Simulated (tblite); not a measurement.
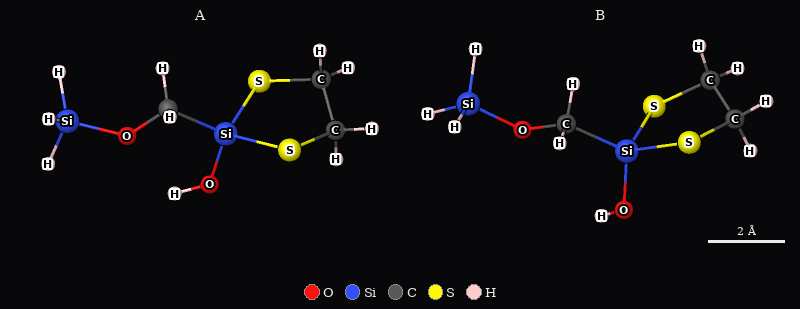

Two geometries of C3H10O2S2Si2, drawn at one scale. One is the start of a relaxation, the other its converged end. A ball-and-stick model, seen face on.

Level of theory: tblite 0.8.0, GFN2-xTB geometry optimisation, gas phase. 

> Which one is relaxed?

Structure A is the relaxed one. An H atom moves most after the best rigid fit: 1.44 Å. Largest moves by element: H 1.44 Å, O 0.85 Å, S 0.70 Å, Si 0.46 Å, C 0.43 Å. Near-neighbour distances that change, for instance: O–Si 1.674 → 1.626 Å, H–Si 1.491 → 1.454 Å, C–O 1.433 → 1.408 Å, O–Si 1.642 → 1.618 Å. Bond angles that change, for instance: Si–C–O 115.1° → 104.1°, O–Si–H 108.9° → 98.0°, C–O–Si 117.6° → 127.8°. Groups turn about O–Si by about 55°, C–Si by about 40°. The energy falls by 0.353 eV in 170 geometry steps.
